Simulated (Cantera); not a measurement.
A closed system holds: 1 mol CHF3, at 10.0 mbar.

Method: chemical equilibrium by Gibbs-energy minimisation in Cantera with the NASA 1993 tables (ideal gas, pure condensed phases). Candidate condensed phases: C, C6H6, C7H8, C8H18; 95 gas species. Gases not in the tables: C2F6 and larger saturated fluorocarbons. Kinetics and transport are ignored.

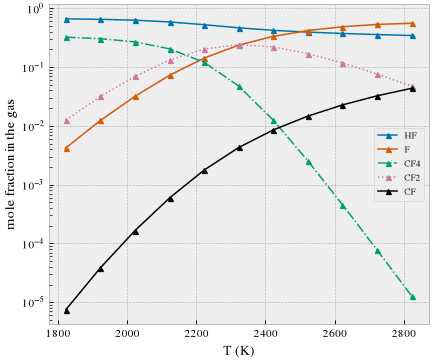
Figure. Equilibrium gas composition (values under 1e-9 drawn at 1e-9)

**Question.** Read off the mole fractions at 2223 K.

**Answer.** HF about 0.53, CF2 about 0.20, F about 0.14, CF4 about 0.12, CF about 0.0018.
